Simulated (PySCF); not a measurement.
# triplet [NH2]−: levels of theory compared

We compute a comparison of 5 runs (UHF/STO-3G, UHF/3-21G, UB3LYP/6-31G*, UB2PLYP/aug-cc-pVTZ, USCS-MP2/aug-cc-pVTZ) of triplet [NH2]−. The job is set up through a Python script.

The calculation is run with PySCF 2.14.0.

3 further runs of the same task are left out: 3 set aside as unsound or not needed.

## 1. The system as given

[NH2]− has 3 atoms, charge -1, and is taken as a triplet. SMILES of the parent species: `[NH2-]`. The coordinates come from a PBE0-D4/def2-TZVPD relaxation. That shape belongs to the parent species and isn't relaxed for this state.

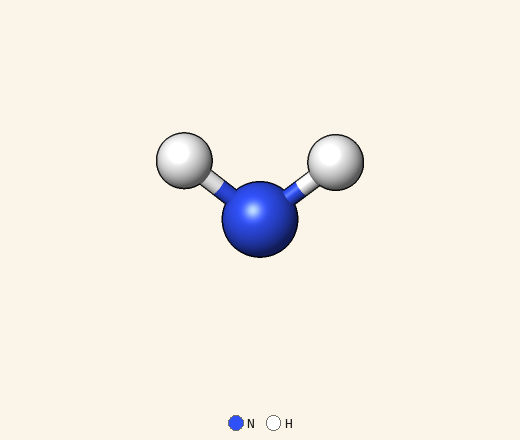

Viewed from a chosen angle; nitrogen blue, hydrogen white.

## 2. A single-point energy at UHF/STO-3G (run 1)

File job.py:

```python
from pyscf import gto, scf

system = gto.Mole()
system.atom = [
    ('N', (0.342200, -0.203000, 0.168700)),
    ('H', (0.125500, 0.801200, 0.156000)),
    ('H', (-0.467700, -0.598200, -0.324700)),
]
system.basis = 'sto-3g'
system.spin = 2
system.max_memory = 1860
system.verbose = 3
system.charge = -1
system.build()

myscf = scf.UHF(system)
myscf.conv_tol = 1e-10
myscf.kernel()
if not myscf.converged:
    myscf = myscf.newton().run(myscf.mo_coeff, myscf.mo_occ)

etot = myscf.e_tot
print(f'total energy: {etot:.8f} hartree')
```

Launch:

```sh
$ OMP_NUM_THREADS=1 python job.py
```

Log:

```text
WARN: HOMO 0.547084672695296 >= LUMO -0.155090250987792

converged SCF energy = -54.2343916238976  <S^2> = 2.0037914  2S+1 = 3.0025265
total energy: -54.23439162 hartree
```

It took 0.46 s on 1 thread of Arm Neoverse V2, shared host; peak memory 0.1 GiB.

## 3. The energy at UHF/3-21G (run 2)

File job.py:

```python
from pyscf import gto

mol = gto.M(
    atom='''
N    0.342200  -0.203000   0.168700
H    0.125500   0.801200   0.156000
H   -0.467700  -0.598200  -0.324700
''',
    spin=2,
    verbose=4,
    charge=-1,
    basis='3-21g',
    max_memory=1860,
)

hf = mol.UHF()
hf.conv_tol = 1e-10
hf.kernel()
if not hf.converged:
    hf = hf.newton().run(hf.mo_coeff, hf.mo_occ)

e_final = hf.e_tot
print('E = %.10f Eh' % e_final)
```

Launch:

```sh
$ OMP_NUM_THREADS=1 python job.py
```

Log:

```text
PySCF version 2.14.0

[INPUT] num. atoms = 3
[INPUT] num. electrons = 10
[INPUT] charge = -1
[INPUT] spin (= nelec alpha-beta = 2S) = 2
[INPUT] symmetry False subgroup None
[INPUT] Mole.unit = angstrom
[INPUT] Symbol           X                Y                Z      unit          X                Y                Z       unit  Magmom
[INPUT]  1 N      0.342200000000  -0.203000000000   0.168700000000 AA    0.646664279826  -0.383614403287   0.318796797214 Bohr   0.0
[INPUT]  2 H      0.125500000000   0.801200000000   0.156000000000 AA    0.237160628633   1.514048571002   0.294797275432 Bohr   0.0
[INPUT]  3 H     -0.467700000000  -0.598200000000  -0.324700000000 AA   -0.883824908459  -1.130434167715  -0.613594072646 Bohr   0.0

nuclear repulsion = 7.54285241955884
number of shells = 9
number of NR pGTOs = 21
number of NR cGTOs = 13
basis = 3-21g
ecp = {}

[... 20 lines left out ...]
WARN: HOMO 0.218868324806592 >= LUMO -0.217999782520515
[... 42 lines left out ...]
converged SCF energy = -54.9955890074505  <S^2> = 2.0055649  2S+1 = 3.0037076
E = -54.9955890075 Eh
```

It took 0.56 s on 1 thread of Arm Neoverse V2, shared host; peak memory 0.12 GiB.

Runs 3 to 4 aren't shown in full; the table further down has their settings and results.

## 4. A single-point energy at USCS-MP2/aug-cc-pVTZ (run 5)

File input.py:

```python
from pyscf import gto, scf, mp

molecule = gto.M(
    atom='''
N      0.342200    -0.203000     0.168700
H      0.125500     0.801200     0.156000
H     -0.467700    -0.598200    -0.324700
''',
    verbose=3,
    spin=2,
    max_memory=1860,
    charge=-1,
    basis='aug-cc-pvtz',
)

mf = scf.UHF(molecule)
mf.conv_tol = 1e-10
mf.kernel()
if not mf.converged:
    mf = mf.newton().run(mf.mo_coeff, mf.mo_occ)

pt = mp.MP2(mf, frozen=1).run()
e_tot = mf.e_tot + 1.2 * pt.e_corr_os + pt.e_corr_ss / 3
print(f'total energy: {e_tot:.8f} hartree')
```

Launch:

```sh
$ OMP_NUM_THREADS=1 python input.py
```

Log:

```text
WARN: HOMO 0.0261224970101228 >= LUMO -0.236617317777249

converged SCF energy = -55.559571730786  <S^2> = 2.009199  2S+1 = 3.0061264
E(UMP2) = -55.7530323170798  E_corr = -0.193460586293793
E(SCS-UMP2) = -55.7540540413138  E_corr = -0.194482310527778
total energy: -55.75405404 hartree
```

It took 2.1 s on 1 thread of Arm Neoverse V2, shared host; peak memory 0.2 GiB.

## 5. All runs side by side

| run | level | integration grid | frozen core orbitals | energy (Eh) | HOMO energy (eV) | LUMO energy (eV) | ⟨S²⟩ | wall time |
| --- | --- | --- | --- | --- | --- | --- | --- | --- |
| 1 | UHF/STO-3G | – | – | -54.234392 | 16.07 | 22.31 | 2.004 | 0.46 s |
| 2 | UHF/3-21G | – | – | -54.995589 | 6.45 | 13.84 | 2.006 | 0.56 s |
| 3 | UB3LYP/6-31G* (spherical functions) | 5 | – | -55.692151 | 7.65 | – | 2.002 | 1.9 s |
| 4 | UB2PLYP/aug-cc-pVTZ | 5 | 1 | -55.836503 | 1.30 | 3.14 | 2.005 | 8.7 s |
| 5 | USCS-MP2/aug-cc-pVTZ | – | 1 | -55.754054 | 0.75 | 3.74 | 2.009 | 2.1 s |

## 6. Results

```
                                                         quantity         value
                                              run 5: total energy  -55.75405 Eh
run 5: HOMO energy (Hartree–Fock orbitals) (highest over α and β)       0.75 eV
 run 5: LUMO energy (Hartree–Fock orbitals) (lowest over α and β)       3.74 eV
                run 5: correlation energy (1 core orbital frozen)    -194.5 mEh
                         run 5: ⟨S²⟩ of the reference determinant         2.009
```

What this shows: Totals of different functionals can't be ranked against each other. In runs 1, 2, 3, 4, 5 the HOMO lies above zero, so the outermost electron may be held by the basis alone. In run 1 the basis is minimal, so the values are rough. All runs together took 14 s, the longest 8.7 s.
